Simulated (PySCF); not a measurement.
H11Si6, SMILES [SiH]1[SiH2][SiH2][SiH2][SiH2][SiH2]1, doublet at its GFN2-xTB optimised geometry (Å):

```
17

Si     1.0941    -0.7283     0.0000
Si     2.0612     1.3664     0.0462
Si     1.2304     2.8342    -1.5669
Si    -1.0977     2.8469    -1.5828
Si    -2.0614     1.4443     0.0000
Si    -1.2188    -0.7283     0.0000
H      1.6077    -1.4847    -1.1660
H      3.5287     1.3058     0.0392
H      1.7469     1.9410     1.3692
H      1.7290     2.3714    -2.8728
H      1.7780     4.1945    -1.4601
H     -1.6038     4.2204    -1.4555
H     -1.5712     2.4357    -2.9140
H     -3.5287     1.4847    -0.0453
H     -1.7523     1.9962     1.3310
H     -1.8008    -1.4662    -1.1342
H     -1.7155    -1.4818     1.1640
```

Level of theory: unrestricted B3LYP/def2-SVP (PySCF). Cells within 0.4 Å of a nucleus heavier than hydrogen are left out (blank, or x).

Map of the log10 of the electron density (e/bohr³), floored at −4 on the plane z = 0.0 Å:

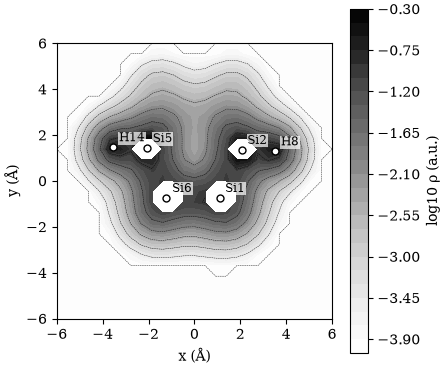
*Log10 of the electron density (e/bohr³), floored at −4 on the plane z = 0.0 Å.*
